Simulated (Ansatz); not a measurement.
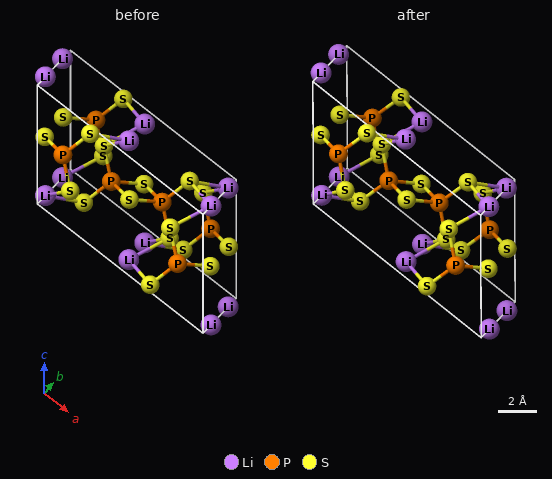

The structure of solid LiPS₃ (built on the database_12 type) (coarse preliminary run) before (left) and after (right) a relaxation, at one scale.

The picture is a ball-and-stick view of the conventional cell (2 times the calculation's cell), seen slightly off an axis. Lengths and directions refer to the drawn axes.

Case: structure reported for this formula (C2/m, No. 12).

Level of theory: Ansatz, DFT PBE, scalar-relativistic, plane waves, PAW. Set-up: plane-wave cutoff 420 eV; k-point mesh 4 × 4 × 4; occupations gaussian; smearing width 0.1 eV; no spin polarisation; cell and atoms relaxed; force threshold 0.04 eV/Å; at most 70 steps.

Q: What changed between the two?

A: After 3 accepted moves (4 points after the start) the energy has fallen by 9.6 meV per atom. Largest force component: 0.73 eV/Å at the start, 0.023 eV/Å at the end. Pressure: 2.75 GPa at the start and 0.01 GPa at the end. The SCF was repeated once at an unchanged geometry on a basis and grid sized afresh for the cell, which shifted the energy by 0.1 meV per atom at most. The largest moves relative to the cell, 0.079 Å, are those of S atoms. Largest moves by element: S 0.079 Å, P 0.033 Å, Li 0.006 Å. Cell: a 11.116 → 11.348 Å (+2.1 %), b 7.007 → 7.197 Å (+2.7 %), c 6.525 → 6.721 Å (+3.0 %), β 125.6° → 126.4°. Volume +6.8 %. Near-neighbour distances that change, for instance: P–S 1.959 → 1.995 Å, P–S 1.985 → 2.013 Å, P–S 2.135 → 2.153 Å, Li–S 2.562 → 2.574 Å. Among the angles between lasting bonds that change: S–Li–S 99.1° → 96.4°, Li–S–Li 80.9° → 83.6°, Li–S–Li 90.3° → 92.6°. The space group stays C2/m (No. 12).
